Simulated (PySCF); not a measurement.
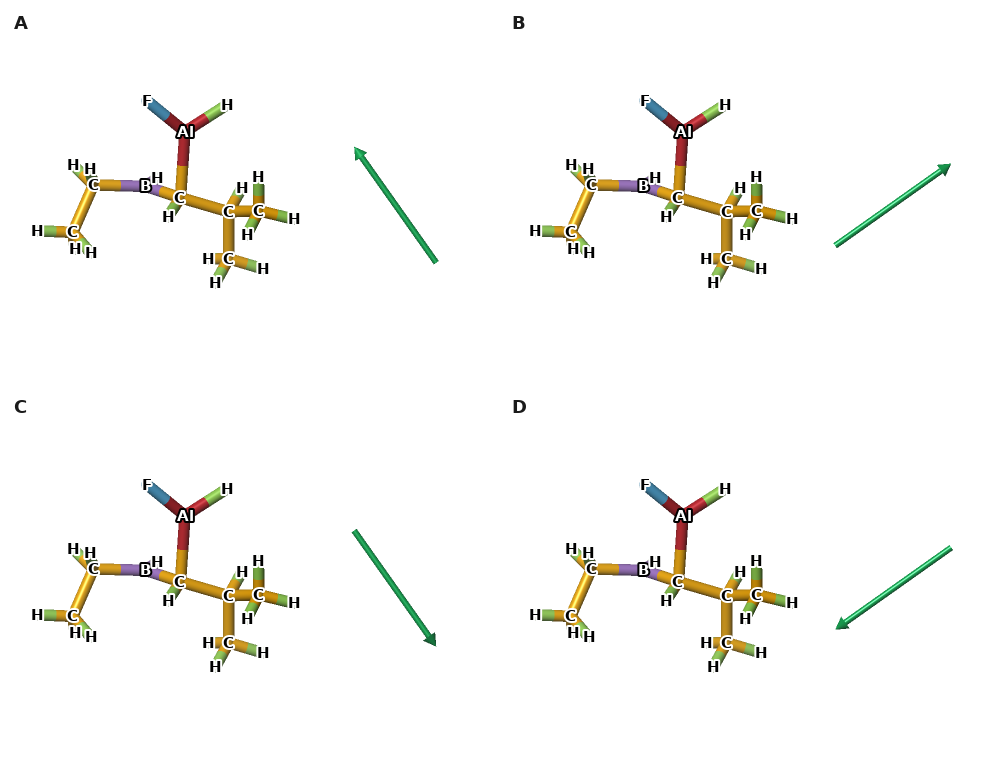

The same molecule four times, each with an arrow. The geometry was computed by an optimisation with GFN2-xTB. No frequency run is at hand to confirm it as a minimum. Method: PBE0/pcSseg-1, gas phase (PySCF 2.14.0).

Which arrow points along the dipole moment, from the negative to the positive end?

C. The dipole moment is 2.20 D.

The geometry is semi-empirical. Around Al, B such bond lengths and angles can be off by a tenth of an ångström or more and by several degrees, and values that hang on the shape move with them.
